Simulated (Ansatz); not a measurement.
**How far to go with the k-point mesh at a smearing width of 0.02 eV: TiTc (P4mm, 2 atoms in the cell)**

```
CELL_PARAMETERS angstrom
      3.10375     0.00000     0.00000
      0.00000     3.10375     0.00000
      0.00000     0.00000     3.10375
ATOMIC_POSITIONS crystal
  Ti 0.50000 0.50000 0.51611
  Tc 0.00000 0.00000 0.00000
```

Computed with PBEsol, default PAW files made with PBE (plane waves; Ansatz, a program for electronic structure).

Base settings: basis.ecutwfc = 500 eV; kpoints.mp_grid.grid = 11 11 11; hamiltonian.xc = pbesol; hamiltonian.pseudopotentials = {kind: paw} (the program's default PAW files); scf.occupations.method = fermi_dirac; scf.occupations.width = 0.1 eV.

In this ladder: scf.occupations.width = 0.02 eV.

Only quantities that move along the ladder and can be compared are tabulated.

The count of work is k-points × plane waves × bands × iterations; it is no time. 

The starting cell comes from a database of computed structures (which also holds hypothetical and non-ambient phases and stackings), without a prior relaxation at this level. Its lattice was rescaled by up to half a per cent. One atom was moved a little off its site on purpose. Spin polarisation is off. In the base run, with a pressure of about -7 GPa the cell is away from its equilibrium volume at this level. Ansatz's pressure includes its estimate of the finite-basis (Pulay) stress.

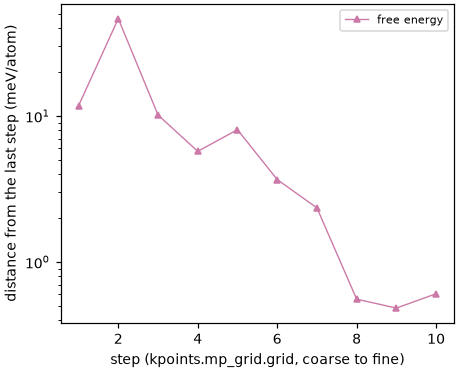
Figure: Distance from the last step along the ladder; very small values are drawn at a floor.

| kpoints.mp_grid.grid | free energy less the last step's (meV/atom) | pressure (GPa) | largest difference of a force vector from the last step's (eV/Å) | count of work / last |
|---|---|---|---|---|
| 4 4 4 | -11.77 | -7.32 | 0.036 | 0.017 |
| 5 5 5 | 46.55 | -6.45 | 0.037 | 0.017 |
| 6 6 6 | -10.17 | -6.52 | 0.021 | 0.034 |
| 7 7 7 | 5.73 | -6.97 | 0.024 | 0.039 |
| 8 8 8 | 8.06 | -6.97 | 0.019 | 0.072 |
| 10 10 10 | 3.67 | -6.84 | 0.006 | 0.11 |
| 12 12 12 | -2.35 | -6.76 | 0.007 | 0.17 |
| 14 14 14 | 0.56 | -6.92 | 0.003 | 0.24 |
| 17 17 17 | 0.48 | -6.89 | 0.001 | 0.34 |
| 21 21 21 | -0.61 | -6.97 | 0.001 | 0.61 |
| 25 25 25 | 0.00 | -6.93 | 0.000 | 1.0 |

Coarsest kpoints.mp_grid.grid that holds the free energy within 5 meV/atom of the last step, with all finer ones: 10 10 10, at 0.11 of the last step's count of work; the step before is off by 8.1 meV/atom.

Coarsest kpoints.mp_grid.grid that holds the forces within 0.01 eV/Å of the last step, with all finer ones: 10 10 10, at 0.11 of the last step's count of work; the step before is off by 0.019 eV/Å.

Coarsest kpoints.mp_grid.grid that holds the pressure within 0.1 GPa of the last step, with all finer ones: 14 14 14, at 0.24 of the last step's count of work; the step before is off by 0.17 GPa.

Keys are those of Ansatz 0.2.
